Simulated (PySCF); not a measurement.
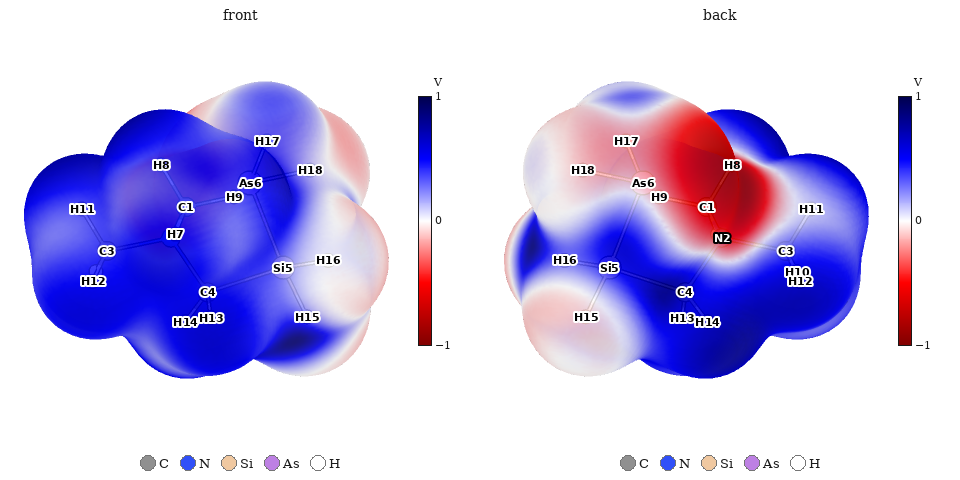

Figure 1: C3H12AsNSi. The electrostatic potential painted on the density surface at 0.002 e/bohr³, seen from the front and from behind; red is negative and blue positive.

Geometry: GFN2-xTB.

All numbers below come from CAM-B3LYP/def2-SVPD, SCF density, gas phase (PySCF 2.14.0).

```xyz
18

C    -0.6125    1.4835   -0.1331
N    -0.6555    0.0618   -0.4075
C    -1.9644   -0.3139   -0.9092
C    -0.2814   -0.6993    0.7822
Si    1.6320   -0.7475    0.8320
As    2.0218   -0.5641   -1.4421
H    -1.3504    1.7821    0.6277
H    -0.8133    2.0356   -1.0513
H     0.3802    1.7550    0.2259
H    -1.9586   -1.3711   -1.1704
H    -2.1834    0.2612   -1.8084
H    -2.7622   -0.1344   -0.1726
H    -0.7579   -0.2990    1.6866
H    -0.6447   -1.7211    0.6586
H     2.0581   -2.0092    1.4611
H     2.1409    0.3056    1.7324
H     2.2256    0.9173   -1.3825
H     3.5170   -0.7361   -1.3143
```

### Describe the electrostatic potential map.

The most negative region (about −0.8 V, or −18 kcal/mol for a unit charge) lies over N2 and As6, the most positive (about +0.8 V, or +18 kcal/mol for a unit charge) over Si5 and H14.
